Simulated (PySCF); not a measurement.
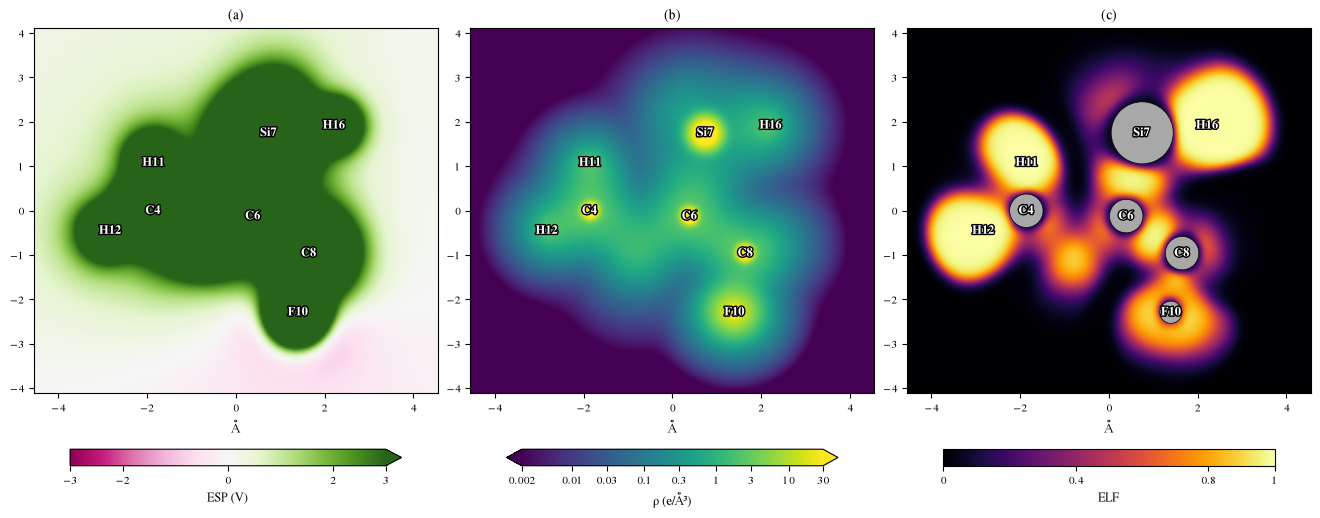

C6H7F2NSi. (a) electrostatic potential; (b) total electron density; (c) ELF on the plane of atoms C6, C8 and F10. Grey discs cover the atomic cores in the ELF map.

Geometry: GFN2-xTB.

Computed with PBE0/pcSseg-1, SCF density, gas phase, non-relativistic (PySCF 2.14.0).

```xyz
17

N     1.7663   -1.1048   -1.6517
C     0.8554   -0.8951   -0.9862
C    -0.2640   -0.5909   -0.2180
C    -1.7321   -0.8039   -0.4748
C    -1.1172   -1.3192    0.7785
C    -0.4186   -0.0631    1.1998
Si   -1.3208    1.5894    1.5268
C     0.7718   -0.2661    2.1079
F     1.6712    0.7387    1.9520
F     1.4383   -1.4182    1.8519
H    -2.3910    0.0558   -0.4280
H    -2.0027   -1.5256   -1.2357
H    -1.0525   -2.3116    1.1749
H    -1.2185    2.4098    0.3244
H    -2.7093    1.2642    1.8593
H    -0.6686    2.2237    2.6669
H     0.4854   -0.2849    3.1725
```

Describe what can be read from this map.

Answer. The plane passes through C, Si, F and H nuclei.
C–F (1.36 Å): ρ is about 2.2 e/Å³ halfway, with its minimum of 1.8 e/Å³ about 0.5 Å from C; the ELF peaks at about 0.85 between the atoms, as expected for a shared but strongly polarised pair.
C–Si (1.91 Å): ρ is about 0.9 e/Å³ halfway; the ELF peaks at about 0.95 between the atoms, as expected for a shared electron pair.
C–H (1.08 Å): ρ at the midpoint is about 2 e/Å³; the ELF climbs to about 1 towards the hydrogen, as it does in any bond to H; a covalent bond by its length.
C–C (1.51 Å): the density is about 1.8 e/Å³ at the midpoint; the ELF peaks at about 0.95 between the atoms (a covalent bond).
Si–H (1.46 Å): ρ is about 0.82 e/Å³ halfway; the ELF climbs to about 1 towards the hydrogen.
The ELF also peaks beside F10, away from the bonds: lone-pair regions.
Outside the dense part of the molecule the potential is most negative (−0.7 V) near F10.
